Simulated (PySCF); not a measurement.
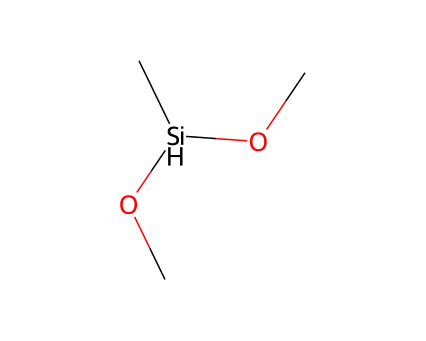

The computed structure is the end point of a PBE0-D3(BJ)/def2-SVP optimisation. No frequency run is at hand to confirm it as a minimum. Program: PySCF 2.14.0.

At this fixed geometry, give dipole (D), HOMO–LUMO gap (eV), polarisability (bohr³) at these levels: B3LYP/def2-SVPD; BHandHLYP/def2-SVPD; HF/def2-SVPD; LDA/def2-SVPD; PBE/def2-SVPD; PBE0/def2-SVPD.

```json
{"level": "B3LYP/def2-SVPD", "dipole (D)": "0.76", "HOMO–LUMO gap (eV)": "8.14", "polarisability (bohr³)": "71.3"}
{"level": "BHandHLYP/def2-SVPD", "dipole (D)": "0.76", "HOMO–LUMO gap (eV)": "10.62", "polarisability (bohr³)": "68.0"}
{"level": "HF/def2-SVPD", "dipole (D)": "0.77", "HOMO–LUMO gap (eV)": "14.30", "polarisability (bohr³)": "64.6"}
{"level": "LDA/def2-SVPD", "dipole (D)": "0.80", "HOMO–LUMO gap (eV)": "6.44", "polarisability (bohr³)": "75.3"}
{"level": "PBE/def2-SVPD", "dipole (D)": "0.77", "HOMO–LUMO gap (eV)": "6.42", "polarisability (bohr³)": "74.1"}
{"level": "PBE0/def2-SVPD", "dipole (D)": "0.77", "HOMO–LUMO gap (eV)": "8.66", "polarisability (bohr³)": "70.6"}
```
